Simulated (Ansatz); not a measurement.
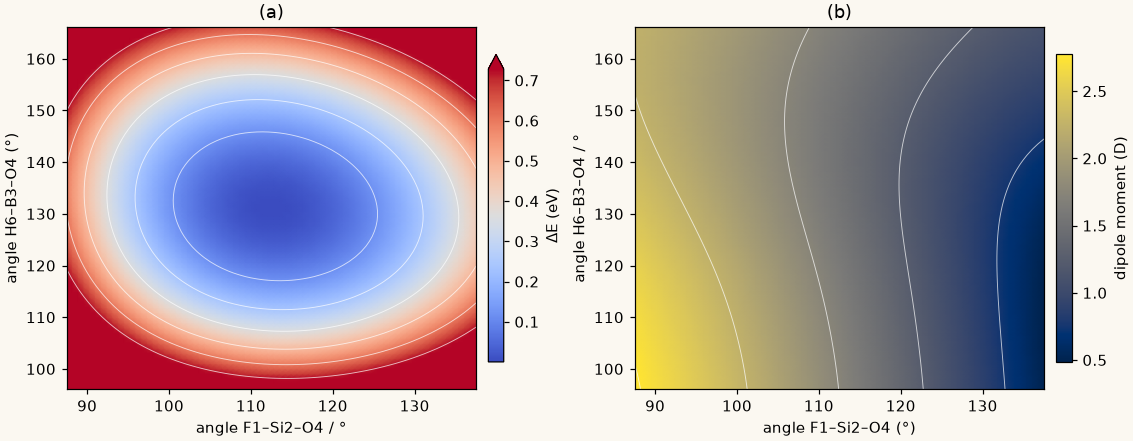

BFH₂OSi, SMILES F[SiH]1BO1. The first coordinate is: angle F1–Si2–O4; the second: angle H6–B3–O4. Nothing is relaxed (all other coordinates rigid). Grid: 9 × 9 points. All energies are given in eV relative to the lowest grid point. All numbers below come from RKS wB97X-V/def2-SVP in Ansatz.

Panel (a) is the energy and panel (b) the computed dipole moment on the same grid.

Drawn: a smooth colour map with a few white contour lines, one colour for all values above the top of the scale. Between grid points the surface is interpolated.

How does the dipole moment vary over the map, and what is it at the lowest grid point?

Answer. Leaving out the highest fifth of the energies, it runs from 0.49 D at angle F1–Si2–O4 = 137.5°, angle H6–B3–O4 = 113.6° to 2.55 D at angle F1–Si2–O4 = 87.5°, angle H6–B3–O4 = 122.4°. At the lowest grid point, angle F1–Si2–O4 = 112.5°, angle H6–B3–O4 = 131.1°, it is 1.55 D.

```
angle H6–B3–O4 ↓, angle F1–Si2–O4 →  87.5  93.8  100.0  106.3  112.5  118.8  125.0  131.3  137.5
                              166.1  2.25  2.12   1.98   1.82   1.65   1.49   1.34   1.20   1.10
                              157.4  2.24  2.10   1.94   1.76   1.58   1.40   1.23   1.08   0.97
                              148.6  2.27  2.11   1.93   1.73   1.53   1.33   1.13   0.95   0.82
                              139.9  2.34  2.16   1.97   1.75   1.52   1.29   1.06   0.85   0.68
                              131.1  2.44  2.25   2.03   1.80   1.55   1.30   1.04   0.79   0.57
                              122.4  2.55  2.34   2.11   1.86   1.60   1.33   1.05   0.77   0.51
                              113.6  2.65  2.43   2.19   1.93   1.66   1.37   1.08   0.78   0.49
                              104.9  2.72  2.50   2.26   1.99   1.71   1.41   1.11   0.80   0.49
                               96.1  2.77  2.55   2.30   2.03   1.75   1.44   1.14   0.82   0.51
```
